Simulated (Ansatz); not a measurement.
AlClH$_{2}$···PH$_{3}$

```xyz
8

Al    0.0312   -0.0035    0.2177
Cl   -0.1489    0.8698    2.1605
H     1.4927   -0.0628   -0.4119
H    -1.3231   -0.2545   -0.5822
P     0.2182   -3.1727    1.0862
H    -0.7171   -2.8081    0.0523
H     1.3608   -2.7039    0.3458
H     0.0553   -1.9252    1.8036
```

The calculation used RKS PBE/def2-SVP in Ansatz.

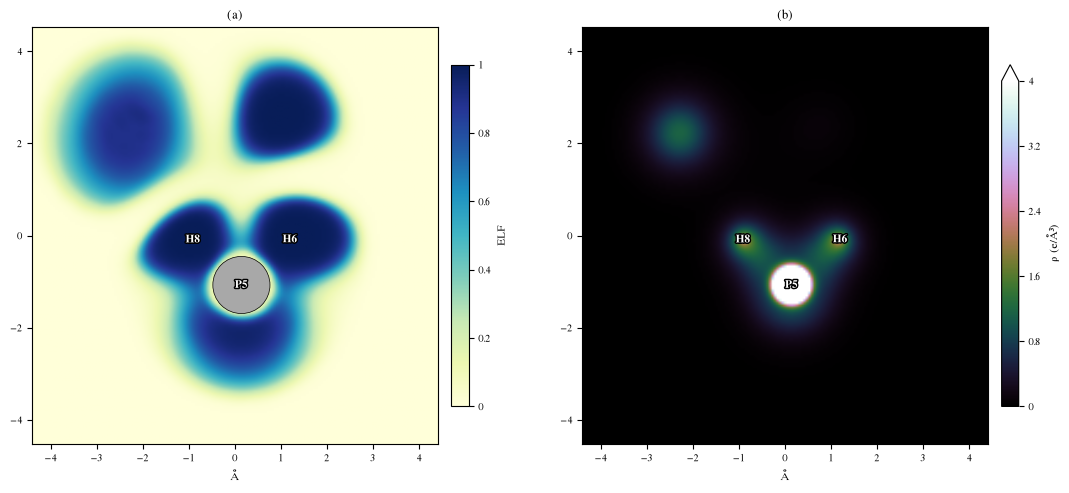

Figure 1. (a) electron localisation function; (b) electron density on the plane of atoms H6, P5 and H8. Grey discs cover the atomic cores in the ELF map.

Q: Interpret the plot.

A:
- The section cuts through P and H sites.
- P–H (1.44 Å): ρ is about 1 e/Å³ halfway; the ELF climbs to about 1 towards the hydrogen, as it does in any bond to H.
- The ELF also peaks beside P5 and Cl2, away from the bonds: lone-pair regions.

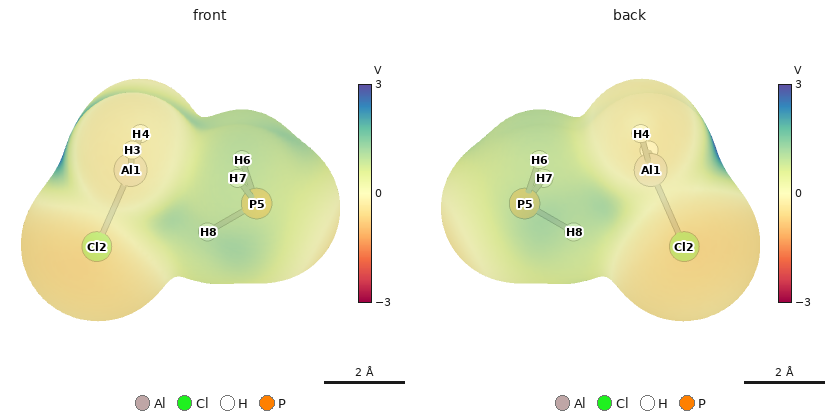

Figure 2. The molecular electrostatic potential painted on the density surface at 0.002 e/bohr³, seen from the front and from behind; the colour scale runs from red (negative) to blue (positive).

Q: Which sites attract a positive test charge, and which a negative one?

A: A positive charge is drawn to the negative regions and a negative charge to the positive ones. The most negative region (about −0.7 V, or −16 kcal/mol for a unit charge) lies over Cl2, the most positive (about +2.6 V, or +60 kcal/mol for a unit charge) over Al1.

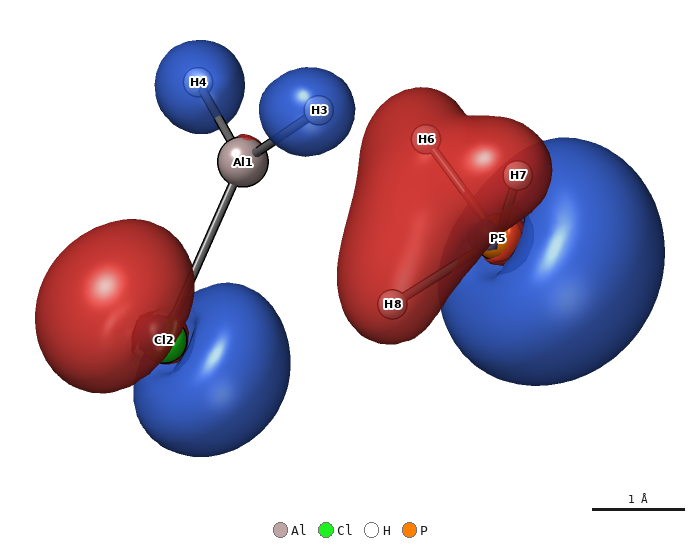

Figure 3. The HOMO−1 at ±0.1 Å⁻³ᐟ² (blue and red are the two phases), seen at a tilt.

Q: Describe this orbital and give its energy.

A: It lies mainly on P5 (about 55 %) and Cl2 (about 30 %); largely a combination of lone pairs on P5 and Cl2. Its energy is −7.25 eV.

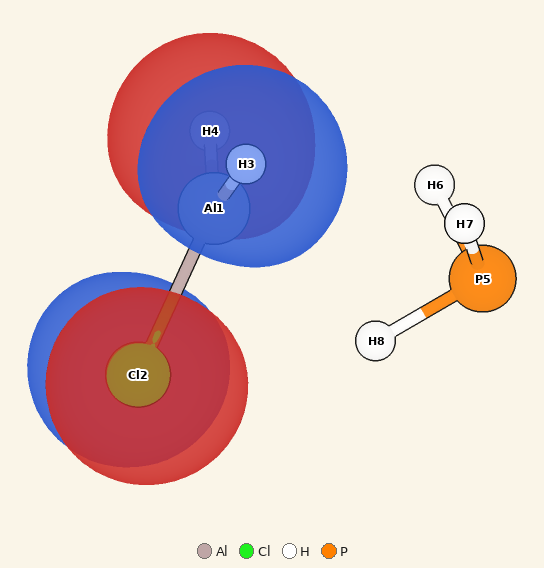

Figure 4. The HOMO at ±0.08 Å⁻³ᐟ² (blue and red are the two phases), seen at a tilt.

Q: Describe this orbital and give its energy.

A: It lies mainly on Cl2 (about 40 %), Al1 (about 20 %), H3 (about 20 %) and H4 (about 20 %). Its energy is −6.96 eV.
